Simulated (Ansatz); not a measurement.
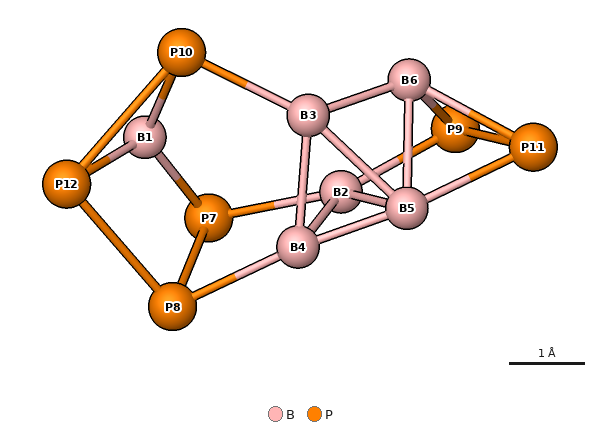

**Figure 1.** The structure as given in the input (ball-and-stick view, seen at a tilt; atoms are numbered from 1 in the order of the input). Bond lengths as drawn: B–B 1.55 to 1.88 Å, B–P 1.88 to 2.00 Å and P–P 2.30 to 2.35 Å.

# Two runs on B₆P₆

System: B₆P₆.
Method of run 1: RKS PBE-D4/def2-TZVP (Ansatz 0.2.0).

The geometry comes from this level: PBE-D4/def2-SVP. Text and figures count atoms from 1; the logs count them from 0 in places.

**The input, run 1**
```yaml
crystal:
  periodic: [false, false, false]
  atoms:
    - {symbol: B, position_ang: [-0.371346, -0.933223, -1.834650]}
    - {symbol: B, position_ang: [-0.943994, 0.453607, 0.499240]}
    - {symbol: B, position_ang: [0.879022, -0.611926, 0.398000]}
    - {symbol: B, position_ang: [0.619488, 1.050664, -0.205068]}
    - {symbol: B, position_ang: [0.662648, 0.933221, 1.343231]}
    - {symbol: B, position_ang: [0.040042, -0.731918, 1.805847]}
    - {symbol: P, position_ang: [-1.732902, 0.307634, -1.331151]}
    - {symbol: P, position_ang: [0.201054, 1.371511, -2.053900]}
    - {symbol: P, position_ang: [-1.763495, 0.018151, 2.179465]}
    - {symbol: P, position_ang: [1.099448, -1.868626, -1.015876]}
    - {symbol: P, position_ang: [0.232529, 0.579309, 3.185019]}
    - {symbol: P, position_ang: [1.077496, -0.568385, -2.970157]}
basis:
  gaussian: {orbitals: def2-TZVP, initial_orbitals: start.molden}
hamiltonian: {xc: pbe, dispersion: d4}
scf: {omitted_lower_state_checks: [starts]}
output: {orbitals: {seedname: orbitals}}
```

Launched with:
```bash
ansatz run in.yaml --threads 4 --pin off --events-out ev --progress --plain --max-ram 6963MiB
```

Hardware: 4 threads of Arm Neoverse V1, 23 GiB of memory available, shared host.

**Output (run 1)**
```
Functional definition: PBE
  parameter kappa = 0.804
  parameter beta = 0.06672455060314922
  exchange = pbe_x(kappa = kappa, mu = beta*pi^2/3)
  correlation = pbe_c(beta = beta)
these checks for a lower state are left out or cut short: starts
2634 factors; their error is unknown
mean field evaluation 1: about -59760.9971 eV, gradient 1.8e1 eV
mean field evaluation 2: about -59761.2481 eV, gradient 3.7e-1 eV
mean field evaluation 4: about -59761.2393 eV, gradient 2.2e-1 eV
mean field evaluation 8: about -59761.2394 eV, gradient 1.6e-5 eV
mean field -59761.23939065 eV, -2196.1850399834 hartree, gradient 1.6e-5 eV, S^2 0.000000; 0 other end points of the search recorded, 0 dependent functions left out
reference -59761.23943568 eV, -2196.1850416384 hartree; 60, 60 occupied and 348, 348 virtual orbitals, 2634 factors
Total energy: -59762.31183743 eV, -2196.2244516757 hartree
Checks for a lower state left out: starts
```

Run 2 used a changed input.

**The two runs side by side**

```csv
quantity,run 1,run 2
outcome,converged,converged
total energy (hartree),−2196.224452,−2195.370627
HOMO (eV),−5.58,−5.63
LUMO (eV),−3.83,−3.85
basis functions,408,192
wall time (shared host),13 s,4.3 s
```

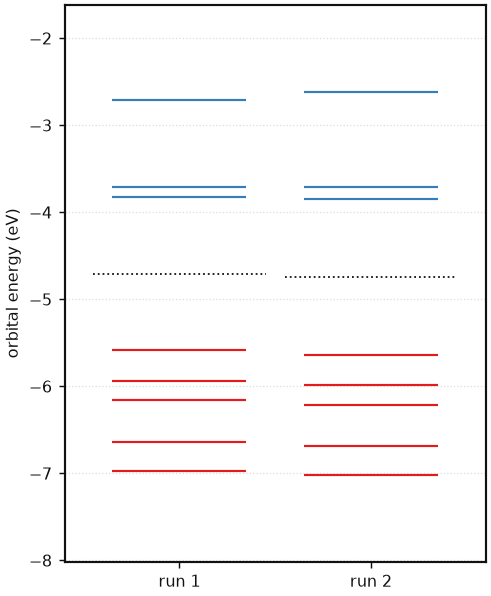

**Figure 2.** The five highest filled and three lowest empty orbital energies of the two runs; the dotted lines part filled from empty levels. The HOMO–LUMO gap is 1.75 eV in run 1 and 1.79 eV in run 2.

What was changed in the input?

The change (lines with − go, lines with + come):
```diff
-  gaussian: {orbitals: def2-TZVP, initial_orbitals: start.molden}
+  gaussian: {orbitals: def2-SVP, initial_orbitals: start.molden}
```

The total energy of run 2 is 535.8 kcal/mol higher, which measures the change of basis and not a stability. The HOMO goes from −5.58 to −5.63 eV. The basis functions go from 408 to 192. On the same kind of shared host run 2 took about 0.34 times as long.

**Output (run 2)**
```
Functional definition: PBE
  parameter kappa = 0.804
  parameter beta = 0.06672455060314922
  exchange = pbe_x(kappa = kappa, mu = beta*pi^2/3)
  correlation = pbe_c(beta = beta)
these checks for a lower state are left out or cut short: starts
2166 factors; their error is unknown
mean field evaluation 1: about -59737.7739 eV, gradient 1.1e1 eV
mean field evaluation 2: about -59738.0529 eV, gradient 2.8e-1 eV
mean field evaluation 4: about -59738.0056 eV, gradient 1.1e-3 eV
mean field -59738.00563268 eV, -2195.3312151265 hartree, gradient 1.3e-5 eV, S^2 0.000000; 0 other end points of the search recorded, 0 dependent functions left out
reference -59738.00567034 eV, -2195.3312165104 hartree; 60, 60 occupied and 132, 132 virtual orbitals, 2166 factors
Total energy: -59739.07807209 eV, -2195.3706265478 hartree
Checks for a lower state left out: starts
```
